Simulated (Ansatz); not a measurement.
# C2H4OSi: the cost of one run

Method: UKS PBE0/def2-SVP, in Ansatz 0.2.0.

## (1) The structure to begin with

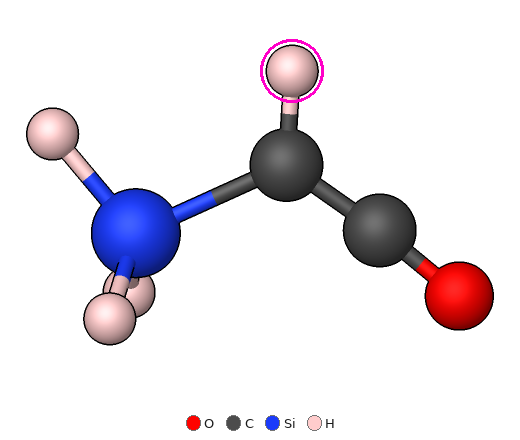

Start, viewed from a chosen angle; oxygen red, carbon dark grey, silicon blue, hydrogen pink. Ringed: H5.

Structure file:

```xyz
8

O     1.4808   -0.5470    2.2282
C     1.2268   -0.3820    1.1041
C     0.8507   -0.1841   -0.1102
Si   -0.9415    0.2599   -0.4856
H     1.5402   -0.2631   -0.9267
H    -1.3078    1.5229    0.1591
H    -1.0056    0.3924   -1.9411
H    -1.8436   -0.7990   -0.0278
```

## (2) End point A

Contents of input.yaml:

```yaml
crystal:
  periodic: [false, false, false]
  atoms:
    - { symbol: O, position_ang: [1.48084, -0.547, 2.2282] }
    - { symbol: C, position_ang: [1.22678, -0.38204, 1.10408] }
    - { symbol: C, position_ang: [0.85067, -0.18413, -0.11019] }
    - { symbol: Si, position_ang: [-0.94151, 0.25993, -0.48561] }
    - { symbol: H, position_ang: [1.54021, -0.2631, -0.9267] }
    - { symbol: H, position_ang: [-1.30776, 1.52288, 0.15911] }
    - { symbol: H, position_ang: [-1.00559, 0.39244, -1.94112] }
    - { symbol: H, position_ang: [-1.84363, -0.79897, -0.02778] }
magnetization:
  spin_polarized: true
basis:
  gaussian: { orbitals: def2-SVP }
hamiltonian:
  xc: pbe0
relax:
  f_tol: 0.02
  max_steps: 50
```

Launch:

```sh
$ ansatz run input.yaml --threads 2 --pin off --max-ram 3072MiB --backend cpu --events-out ev --progress --plain --runs-dir out
```

What time and memory should one allow on 2 threads of Intel Xeon 6975P-C (Granite Rapids), shared host?

About 28 s, with a peak of 0.2 GiB.
